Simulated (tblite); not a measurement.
## Run report: C6H7NO2, saddle-point search

C6H7NO2, SMILES CNc1ccc(C=O)o1, computed with GFN2-xTB saddle search (eigenvector following) and harmonic vibrations, gas phase (tblite 0.8.0).

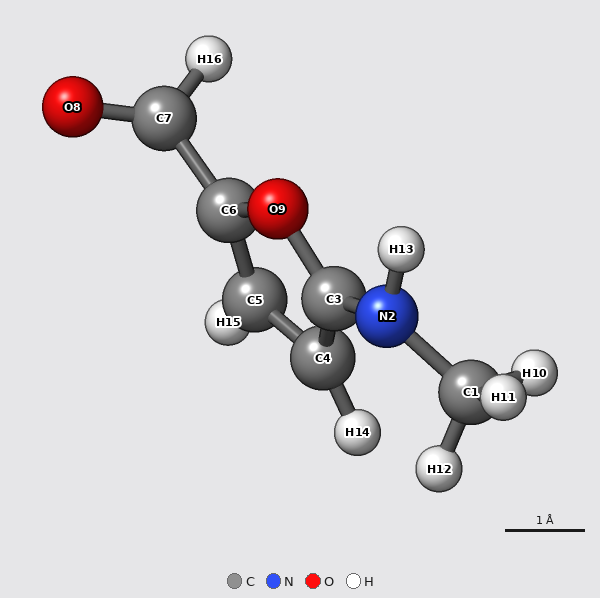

Fig. 1: The input geometry (ball-and-stick view, seen at a tilt; atoms are numbered from 1 in the order of the input). Bond lengths as drawn: C–C 1.36 to 1.49 Å, C–H 1.07 to 1.11 Å, C–N 1.37 to 1.45 Å, C–O 1.20 to 1.37 Å and H–N 1.01 Å.

### Input file
```
{"job": {"xc": "GFN2-xTB", "basis": "xTB", "kind": "saddle"}, "charge": 0, "multiplicity": 1}
C      2.774926     0.314807     0.085713
N      1.527776     0.666253     0.725374
C      0.368819     0.107775     0.243737
C      0.130190    -1.016972    -0.496788
C     -1.280605    -1.102723    -0.624356
C     -1.800170    -0.039602     0.046841
C     -3.202657     0.422472     0.214520
O     -3.917966     0.158961     1.135651
O     -0.790569     0.713769     0.576716
H      2.799599     0.573230    -0.980031
H      3.585445     0.829817     0.595705
H      2.926721    -0.759186     0.185359
H      1.424455     1.643232     0.963396
H      0.848421    -1.699017    -0.898717
H     -1.831376    -1.861447    -1.141388
H     -3.563011     1.048630    -0.631734
```

The first line tells a small driver script what to run in tblite; the rest is the geometry in Å.

Launched with:
```bash
OMP_NUM_THREADS=1 python <driver script> task.json out
```

### Output
```
step      E/eV     max force
  0    -746.24923   0.0527
  1    -746.25050   0.1009
  2    -746.25037   0.0292
  3    -746.25082   0.0513
  4    -746.25094   0.0099
  5    -746.25088   0.0359
  6    -746.25097   0.0030
lowest wavenumbers (cm-1): -259.1 67.3 114.8 146.7 160.2 239.0
```

### Trajectory as extended XYZ (Å, eV, eV/Å), 7 frames, from step=0 to step=6
```
16
Properties=species:S:1:pos:R:3:forces:R:3 step=0 energy=-746.24923
C     2.7749    0.3148    0.0857    0.0010   0.0010   0.0050
N     1.5278    0.6663    0.7254   -0.0030  -0.0120  -0.0090
C     0.3688    0.1078    0.2437    0.0060   0.0010   0.0020
C     0.1302   -1.0170   -0.4968   -0.0030   0.0020   0.0090
C    -1.2806   -1.1027   -0.6244    0.0040   0.0050  -0.0100
C    -1.8002   -0.0396    0.0468    0.0010   0.0180  -0.0260
C    -3.2027    0.4225    0.2145    0.0340   0.0100  -0.0390
O    -3.9180    0.1590    1.1357   -0.0140   0.0070   0.0460
O    -0.7906    0.7138    0.5767   -0.0010   0.0050  -0.0050
H     2.7996    0.5732   -0.9800   -0.0040   0.0090   0.0090
H     3.5854    0.8298    0.5957    0.0010   0.0000   0.0040
H     2.9267   -0.7592    0.1854    0.0050  -0.0030  -0.0070
H     1.4245    1.6432    0.9634    0.0000  -0.0110   0.0080
H     0.8484   -1.6990   -0.8987    0.0020  -0.0040   0.0050
H    -1.8314   -1.8614   -1.1414   -0.0040  -0.0020   0.0030
H    -3.5630    1.0486   -0.6317   -0.0250  -0.0270   0.0060
16
Properties=species:S:1:pos:R:3:forces:R:3 step=1 energy=-746.25050
C     2.7806    0.3313    0.0772    0.0390  -0.0170  -0.0270
N     1.5285    0.6527    0.7234    0.0100   0.0030  -0.0140
C     0.3704    0.1007    0.2328   -0.0100  -0.0020  -0.0030
C     0.1245   -1.0415   -0.4785   -0.0020   0.0100   0.0070
C    -1.2866   -1.1175   -0.6111   -0.0070   0.0220   0.0130
C    -1.7993   -0.0278    0.0230    0.0070  -0.0210  -0.0140
C    -3.2004    0.4343    0.2037   -0.0040  -0.0030   0.0040
O    -3.9070    0.1514    1.1268    0.0070   0.0050  -0.0120
O    -0.7852    0.7314    0.5359    0.0150  -0.0270  -0.0150
H     2.8255    0.6692   -0.9687   -0.0010  -0.0310   0.0960
H     3.5890    0.7994    0.6386   -0.0460  -0.0390  -0.0480
H     2.9186   -0.7513    0.1000   -0.0040   0.0950  -0.0050
H     1.4177    1.6232    0.9851    0.0020  -0.0120  -0.0040
H     0.8380   -1.7436   -0.8550   -0.0110   0.0130   0.0080
H    -1.8426   -1.8867   -1.1073    0.0030   0.0090   0.0050
H    -3.5718    1.0749   -0.6261    0.0020  -0.0050   0.0070
16
Properties=species:S:1:pos:R:3:forces:R:3 step=2 energy=-746.25037
C     2.7780    0.3223    0.0827   -0.0120   0.0050   0.0100
N     1.5280    0.6587    0.7245   -0.0040  -0.0050   0.0000
C     0.3696    0.1044    0.2372    0.0040   0.0020   0.0020
C     0.1271   -1.0287   -0.4888   -0.0010  -0.0020   0.0020
C    -1.2838   -1.1088   -0.6199    0.0030  -0.0020  -0.0060
C    -1.7996   -0.0322    0.0320   -0.0020   0.0110  -0.0080
C    -3.2015    0.4284    0.2096    0.0130   0.0040  -0.0150
O    -3.9105    0.1507    1.1320   -0.0050   0.0040   0.0180
O    -0.7876    0.7235    0.5539   -0.0020   0.0070   0.0010
H     2.8096    0.6115   -0.9739   -0.0020   0.0130  -0.0240
H     3.5862    0.8205    0.6116    0.0140   0.0110   0.0160
H     2.9279   -0.7534    0.1520    0.0030  -0.0290  -0.0020
H     1.4210    1.6319    0.9756   -0.0010  -0.0020   0.0030
H     0.8428   -1.7212   -0.8770    0.0030  -0.0030   0.0010
H    -1.8375   -1.8723   -1.1266   -0.0020  -0.0030   0.0010
H    -3.5697    1.0647   -0.6249   -0.0100  -0.0120   0.0030
16
Properties=species:S:1:pos:R:3:forces:R:3 step=3 energy=-746.25082
C     2.7802    0.3308    0.0776    0.0220  -0.0080  -0.0130
N     1.5285    0.6532    0.7235    0.0050  -0.0020  -0.0070
C     0.3703    0.1006    0.2337   -0.0020  -0.0020  -0.0010
C     0.1245   -1.0403   -0.4793    0.0000   0.0040   0.0040
C    -1.2864   -1.1167   -0.6117   -0.0020   0.0060   0.0020
C    -1.7993   -0.0291    0.0247    0.0040  -0.0040  -0.0060
C    -3.2002    0.4336    0.2041    0.0070   0.0020  -0.0080
O    -3.9075    0.1539    1.1274   -0.0050  -0.0010   0.0110
O    -0.7852    0.7294    0.5387    0.0020  -0.0060  -0.0040
H     2.8240    0.6652   -0.9677   -0.0010  -0.0150   0.0490
H     3.5887    0.7999    0.6360   -0.0240  -0.0200  -0.0240
H     2.9190   -0.7503    0.1031   -0.0010   0.0480  -0.0040
H     1.4179    1.6238    0.9837    0.0010  -0.0040   0.0000
H     0.8381   -1.7410   -0.8572   -0.0020   0.0020   0.0020
H    -1.8423   -1.8849   -1.1091    0.0000   0.0020   0.0020
H    -3.5705    1.0719   -0.6275   -0.0030  -0.0020  -0.0020
16
Properties=species:S:1:pos:R:3:forces:R:3 step=4 energy=-746.25094
C     2.7804    0.3343    0.0749   -0.0090  -0.0040  -0.0010
N     1.5290    0.6480    0.7263    0.0030   0.0020  -0.0020
C     0.3708    0.0969    0.2349   -0.0020   0.0020   0.0000
C     0.1236   -1.0451   -0.4755   -0.0010   0.0000   0.0000
C    -1.2873   -1.1186   -0.6103    0.0000   0.0020   0.0020
C    -1.7988   -0.0280    0.0219    0.0020  -0.0030  -0.0020
C    -3.1991    0.4367    0.2012    0.0000   0.0000   0.0000
O    -3.9070    0.1556    1.1238    0.0000   0.0010   0.0000
O    -0.7839    0.7294    0.5356    0.0030  -0.0020  -0.0010
H     2.8199    0.6750   -0.9669   -0.0010   0.0010   0.0010
H     3.5881    0.8024    0.6325    0.0070   0.0030   0.0050
H     2.9242   -0.7449    0.0930   -0.0030   0.0020   0.0000
H     1.4163    1.6166    0.9935    0.0020  -0.0060  -0.0040
H     0.8363   -1.7489   -0.8495   -0.0020   0.0030   0.0010
H    -1.8441   -1.8868   -1.1064    0.0000   0.0000   0.0000
H    -3.5686    1.0775   -0.6289    0.0000  -0.0010   0.0000
16
Properties=species:S:1:pos:R:3:forces:R:3 step=5 energy=-746.25088
C     2.7805    0.3393    0.0711    0.0210  -0.0060  -0.0080
N     1.5298    0.6446    0.7274    0.0020  -0.0060  -0.0050
C     0.3713    0.0936    0.2361    0.0010  -0.0030  -0.0010
C     0.1226   -1.0510   -0.4694    0.0010   0.0010   0.0000
C    -1.2882   -1.1228   -0.6051    0.0000  -0.0030  -0.0020
C    -1.7983   -0.0287    0.0219    0.0000   0.0030   0.0020
C    -3.1979    0.4393    0.1975    0.0030   0.0010  -0.0030
O    -3.9078    0.1633    1.1200   -0.0040  -0.0030   0.0070
O    -0.7825    0.7292    0.5329   -0.0040   0.0030   0.0020
H     2.8240    0.7057   -0.9630    0.0020  -0.0140   0.0330
H     3.5901    0.7898    0.6429   -0.0210  -0.0150  -0.0220
H     2.9177   -0.7416    0.0635   -0.0010   0.0340  -0.0010
H     1.4152    1.6119    0.9977   -0.0010   0.0070   0.0030
H     0.8341   -1.7576   -0.8397    0.0020  -0.0020  -0.0020
H    -1.8459   -1.8924   -1.0981    0.0000   0.0000   0.0000
H    -3.5648    1.0775   -0.6355   -0.0010   0.0020  -0.0040
16
Properties=species:S:1:pos:R:3:forces:R:3 step=6 energy=-746.25097
C     2.7809    0.3351    0.0747    0.0020   0.0000   0.0000
N     1.5290    0.6493    0.7243    0.0000   0.0000   0.0000
C     0.3708    0.0977    0.2335    0.0000   0.0000   0.0000
C     0.1233   -1.0458   -0.4744    0.0000   0.0000   0.0000
C    -1.2876   -1.1199   -0.6082    0.0000   0.0000   0.0000
C    -1.7989   -0.0282    0.0221    0.0000   0.0000   0.0000
C    -3.1992    0.4363    0.2009    0.0000   0.0000   0.0000
O    -3.9069    0.1566    1.1241    0.0000   0.0000   0.0000
O    -0.7838    0.7305    0.5335    0.0000   0.0000   0.0000
H     2.8266    0.6867   -0.9632    0.0000  -0.0010   0.0020
H     3.5894    0.7924    0.6408   -0.0020  -0.0010  -0.0020
H     2.9178   -0.7450    0.0820    0.0000   0.0030   0.0000
H     1.4165    1.6182    0.9901    0.0000   0.0000   0.0000
H     0.8357   -1.7500   -0.8477    0.0000   0.0000   0.0000
H    -1.8445   -1.8894   -1.1023    0.0000   0.0000   0.0000
H    -3.5691    1.0756   -0.6302    0.0000   0.0000   0.0000
```

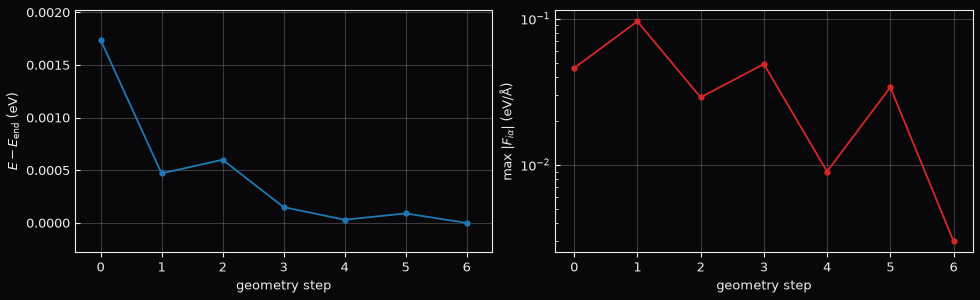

Fig. 2: Progress of the saddle-point search, step by step (steps are counted from 0).

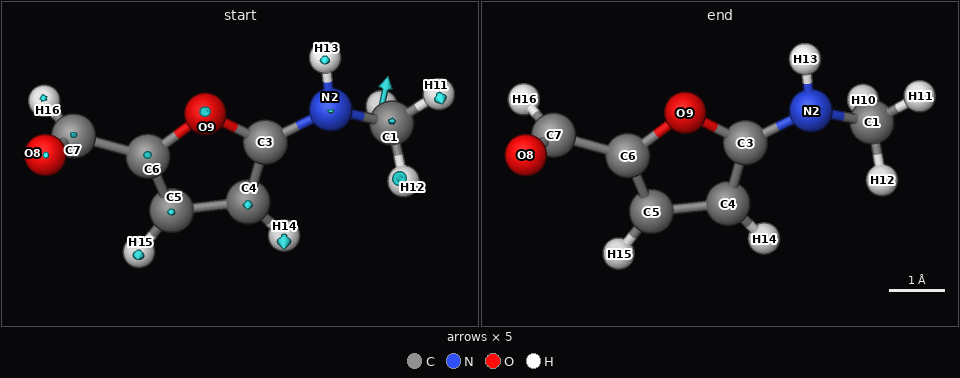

Fig. 3: Before (left) and after (right) the saddle-point search, at one scale (ball-and-stick view, seen at a tilt). The teal arrows give the displacements, magnified 5 times. The atom that moves furthest after the best rigid fit is H10 (0.12 Å). Largest moves by element: H 0.12 Å, O 0.05 Å, C 0.04 Å, N 0.02 Å. After 6 geometry steps the energy has fallen by 0.002 eV. The largest force component goes from 0.046 to 0.003 eV/Å. (Atoms are counted from 1 in the order of the input.)

### Key numbers

```tsv
quantity	value
outcome	converged
total energy	−746.2510 eV
point group	C1
hardware	1 CPU thread, shared host
wall time	2.3 s
peak memory	0.19 GiB
```
